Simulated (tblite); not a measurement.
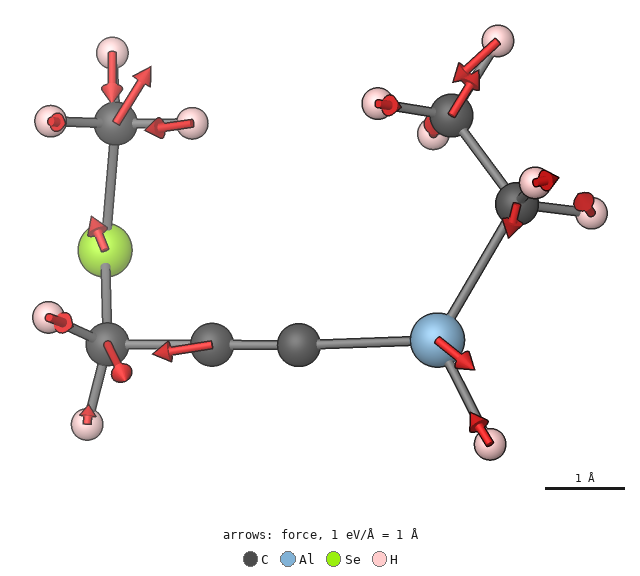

Starting geometry of C6H11AlSe with the computed forces as red arrows. The picture is a ball-and-stick view, seen at a tilt.

These are results of GFN2-xTB geometry optimisation, gas phase (tblite 0.8.0), not measurements. 

Question: What follows when this structure is relaxed?

Answer: It isn't relaxed: the largest force vector, on a C atom, is 1.04 eV/Å. The final displacements have little in common with the starting forces (cosine between the two patterns 0.17). The largest move after the best rigid fit is that of an H atom, 0.29 Å. Largest moves by element: H 0.29 Å, Se 0.25 Å, C 0.16 Å, Al 0.11 Å. Some distances before and after: Al–H 1.603 → 1.546 Å, C–Se 1.947 → 1.999 Å, C–H 1.118 → 1.090 Å, Al–C 1.921 → 1.944 Å. Bond angles that change, for instance: H–C–H 109.6° → 104.4°, Se–C–H 109.2° → 105.3°, C–Al–C 120.1° → 123.7°. Over 91 geometry steps the energy falls by 3.75 kcal/mol. The run took 1.3 s on 1 thread of Arm Neoverse N1 (shared host).
